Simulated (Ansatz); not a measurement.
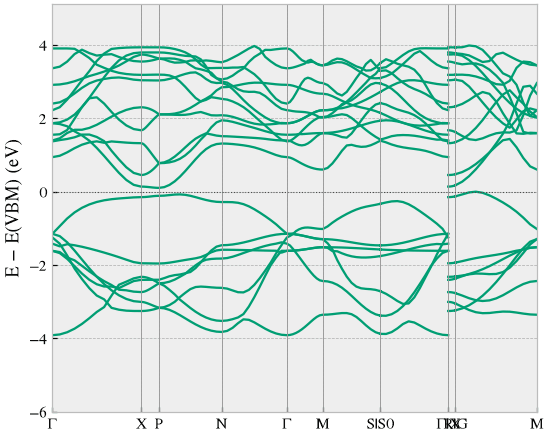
Fig. 1. Band structure from DFT-r²SCAN in the program Ansatz with PAW potentials

Task: Read off the gap and where the band edges lie.

Result: About 0.1 eV (0.10 eV by a search for the band edges); maximum on the G–M line, 24 % of the way from G, minimum at P.

The material is Ca2Sb in space group I4/mmm (No. 139; Ca on 4e, Ca on 4c, Sb on 4e).

The first step of the workflow began from a Materials Project structure, measured or hypothetical; the Crystallography Open Database copy checked does not list it. COD files the formula under space group No. 107, so this cell is another polymorph or a model. Whether it is the stable phase at ambient conditions was not checked. The cell was relaxed with r²SCAN under the symmetry of its start; whether a distortion lowers the energy is not shown. Spin–orbit coupling is left out wherever it is not named.

Potentials: the later of the program's two PAW sets.
